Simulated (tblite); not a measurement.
## Run report: C$_{3}$H$_{10}$BNSi, relaxed scan

System: C$_{3}$H$_{10}$BNSi.
Method: GFN2-xTB relaxed scan under a harmonic restraint, gas phase (tblite 0.8.0).

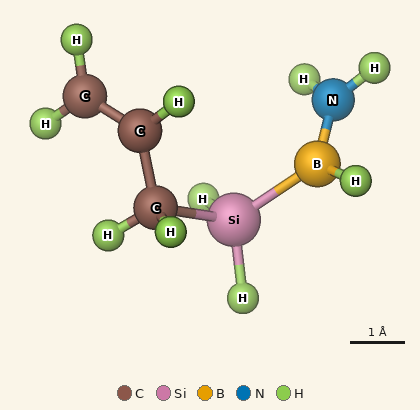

**Figure 1.** The structure (ball-and-stick view, seen at a tilt).

The input:
```
{"job": {"xc": "GFN2-xTB", "basis": "xTB", "coordinate": [["d", [3, 2], 1], ["d", [3, 0], -1]], "kind": "drive"}, "charge": 0, "multiplicity": 1}
C     -2.524088     0.305530    -0.417824
C     -1.417722     0.568496     0.256931
C     -0.730079    -0.378750     1.164672
Si     0.853787    -1.088799     0.319287
B      2.009901     0.366381    -0.313287
N      2.032490     0.697590    -1.652965
H     -3.031310    -0.640236    -0.317629
H     -2.972414     1.019087    -1.088796
H     -0.927895     1.527972     0.131945
H     -1.399161    -1.192243     1.440776
H     -0.431008     0.135587     2.078757
H      1.424282    -2.011279     1.323692
H      0.336152    -1.983039    -0.742373
H      2.695037     1.017126     0.390132
H      2.584011     1.445005    -2.044837
H      1.490419     0.220515    -2.355776
```

The first line tells a small driver script what to run in tblite; the rest is the geometry in Å.

Hardware: 1 CPU thread, shared host.

Command:
```bash
OMP_NUM_THREADS=1 python <driver script> task.json out
```

Output:
```
point  coordinate     E/eV
  0     -1.640     -472.87204
  1     -1.481     -472.84825
  2     -1.325     -472.80716
  3     -1.163     -472.76024
  4     -1.017     -472.68033
  5     -0.871     -472.55239
  6     -0.727     -472.37012
  7     -0.583     -472.12964
  8     -0.427     -471.83754
  9     -0.243     -471.50141
 10     -0.022     -471.27313
```

Key numbers:

```tsv
quantity	value
outcome	converged
wall time	4.1 s
peak memory	0.19 GiB
```
